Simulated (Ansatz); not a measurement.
## Ba3PbO (anti-perovskite), frozen-phonon scan

Relaxed Ba$_{3}$PbO (anti-perovskite):

```
Ba3PbO
1.0
   10.69056     0.00000     0.00000
    5.34528     5.34528     0.00000
    5.34528     0.00000     5.34528
Ba Pb O
6 2 2
Direct
  0.00000   0.00000   0.50000
  0.50000   0.00000   0.50000
  0.50000   0.50000   0.50000
  0.00000   0.50000   0.50000
  0.00000   0.50000   0.00000
  0.50000   0.50000   0.00000
  0.00000   0.00000   0.00000
  0.50000   0.00000   0.00000
  0.75000   0.50000   0.50000
  0.25000   0.50000   0.50000
```

The atoms are displaced by Q × the pattern below (from a DFPT mode at R = (0.5, 0.5, 0.5), largest move 1; Q in Å), at fixed cell. It is one choice among 3 degenerate patterns. (q is in reciprocal vectors of the primitive cell; the cell shown is doubled to hold the pattern.)

```json
[
 {"atom": "Ba1", "x": "0.000", "y": "0.000", "z": "-1.000"},
 {"atom": "Ba2", "x": "0.000", "y": "0.000", "z": "1.000"},
 {"atom": "Ba5", "x": "0.000", "y": "1.000", "z": "0.000"},
 {"atom": "Ba6", "x": "0.000", "y": "-1.000", "z": "0.000"}
]
```

Atoms not listed stay in place.

Calculation: LDA (plane waves to 420 eV, PAW, scalar-relativistic; Ansatz, a first-principles code). k mesh 9×9×9 (Γ-centred), Fermi-Dirac smearing 0.05 eV. Energies are smeared free energies. With partly filled bands, energies and forces of such displacements shift with the k mesh and the smearing. At this level the bands of Ba3PbO touch or barely overlap. Ba3PbO was relaxed with its symmetry unable to fall. Spin-orbit coupling is left out, though Pb is heavy. ΔE is measured from the undisplaced structure.

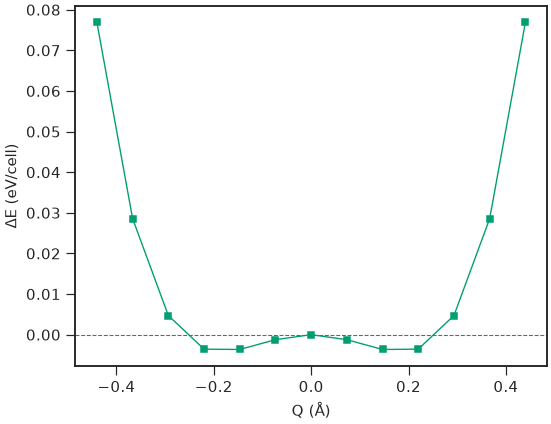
Fig. 1. ΔE (eV/cell) against Q (Å); computed points joined by lines.

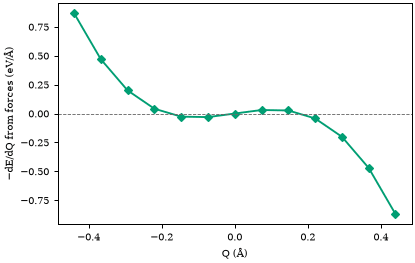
Figure: −dE/dQ from forces (eV/Å) against Q (Å); markers are the computed points, lines only join them.

The position of the deepest minimum (fit) is 0.19 Å from zero and the depth of the well (fit) is 4 meV/cell, cell held fixed. Harmonic wavenumber from the curvature (finite differences): 16i cm⁻¹. Symmetry of the curve: even: the same for both signs. Wavenumber by perturbation theory (DFPT, on another k mesh): 15i cm⁻¹.

E″ = -0.50 eV/Å², M = Σ mᵢ|uᵢ|² = 549.3 u, ν̃ = 521.5·√(|E″|/M), imaginary since E″ < 0.

(A displaced cell: forces are minus the slopes of the energy, force constants its curvatures, and phonons follow from these.)
